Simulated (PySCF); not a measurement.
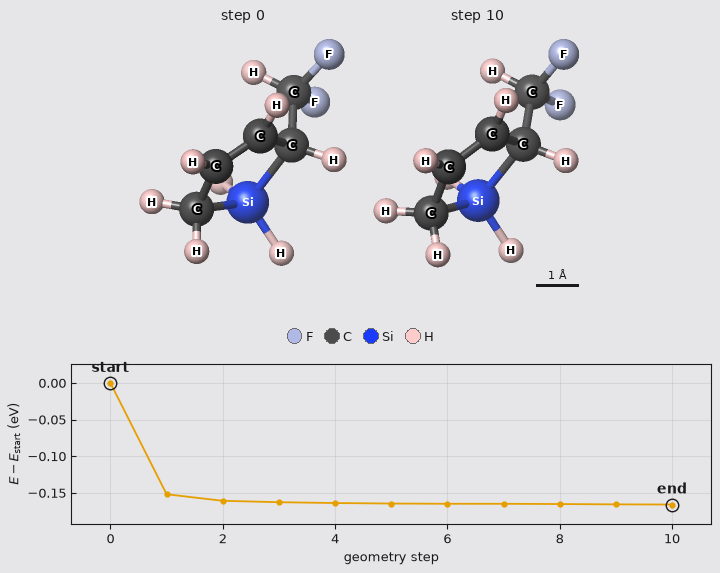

First and last geometry of a relaxation of C$_{5}$H$_{8}$F$_{2}$Si, with the history of the run. A ball-and-stick model, seen from a free direction.

The start comes from GFN2-xTB. Its atoms were then displaced at random by about 0.01 Å.

All numbers below come from PBE0-D3(BJ)/def2-SVP geometry optimisation, gas phase in PySCF. 

### Read the history and describe the run.

It converged. After 10 geometry steps the energy has fallen by 0.166 eV. The largest move after the best rigid fit is that of an F atom, 0.28 Å. Largest moves by element: F 0.28 Å, H 0.23 Å, C 0.12 Å, Si 0.10 Å. Some distances before and after: C–H 1.067 → 1.096 Å, C–C 1.482 → 1.507 Å, C–C 1.318 → 1.341 Å, C–C 1.527 → 1.508 Å. Among the angles between lasting bonds that change: C–C–H 109.6° → 105.4°, H–Si–H 112.3° → 108.9°, C–C–C 110.5° → 113.6°.

```json
{"step": "0", "E − E(0), eV": "0.0000"}
{"step": "1", "E − E(0), eV": "-0.1517"}
{"step": "2", "E − E(0), eV": "-0.1607"}
{"step": "3", "E − E(0), eV": "-0.1626"}
{"step": "4", "E − E(0), eV": "-0.1637"}
{"step": "5", "E − E(0), eV": "-0.1644"}
{"step": "6", "E − E(0), eV": "-0.1647"}
{"step": "7", "E − E(0), eV": "-0.1647"}
{"step": "8", "E − E(0), eV": "-0.1651"}
{"step": "9", "E − E(0), eV": "-0.1655"}
{"step": "10", "E − E(0), eV": "-0.1657"}
```
